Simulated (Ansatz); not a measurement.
# FGe: the cost of one run

Program: Ansatz 0.2.0 through its Python package. The levels of theory stand in the script. These are calculated values, not measurements.

**1. Starting point**

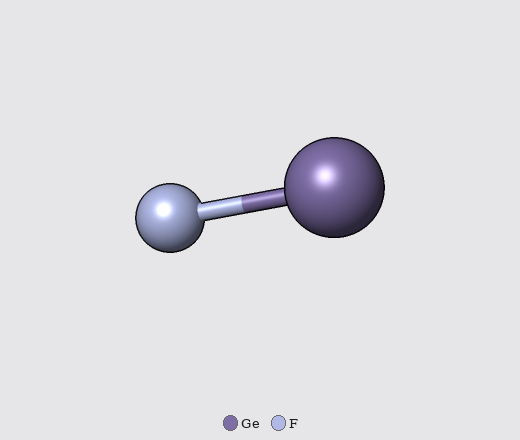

The structure that the script starts from, seen from a chosen angle (germanium purple, fluorine light blue).

No structure file is read: the coordinates are typed or built in the script.

**2. The script**

Contents of fge.py:

```python
# -*- coding: utf-8 -*-
import ansatz as az

GEOMETRY = '''
Ge    0.00000    0.00000    0.00000
F     0.00000    0.00000    1.87500
'''

mol = az.Crystal.molecule()
for line in GEOMETRY.strip().splitlines():
    symbol, *xyz = line.split()
    mol = mol.atom(symbol, [float(v) for v in xyz])

calculation = (
    mol.calculation()
    .basis(gaussian='def2-SVP')
    .charge(1)
    .correlation(active_electrons=2, active_orbitals=3)
)
for method in [None, 'sc_nevpt2']:
    data = (calculation if method is None else calculation.correlation(method)).run(threads=1).report
    space = data['configurations']
    state = space['states'][0]
    print(method or 'casscf', f'total {data["free_energy_ev"] / 27.211386246:.6f} Ha, active-space state {state["energy"]["hartree"]:.6f} Ha, mean field {data["reference_energy_ev"] / 27.211386246:.6f} Ha')
    print('  determinants', state['n_determinants'], ' natural occupations', [round(n, 3) for n in space['natural_occupations']])
```

**3. What the engine is handed**

The engine receives this input (first run):

```yaml
crystal:
  periodic: [false, false, false]
  atoms:
    - { symbol: Ge, position_ang: [0.0, 0.0, 0.0] }
    - { symbol: F, position_ang: [0.0, 0.0, 1.875] }
basis:
  gaussian:
    orbitals: def2-SVP
total_charge: 1.0
correlation:
  active_space:
    window:
      electrons: 2
      orbitals: 3
```

**4. Launch**

On the command line:

```
> python fge.py
```

What time and memory should one allow on 1 thread of Arm Neoverse V2, shared host?

About 2.8 s, with a peak of 0.16 GiB.
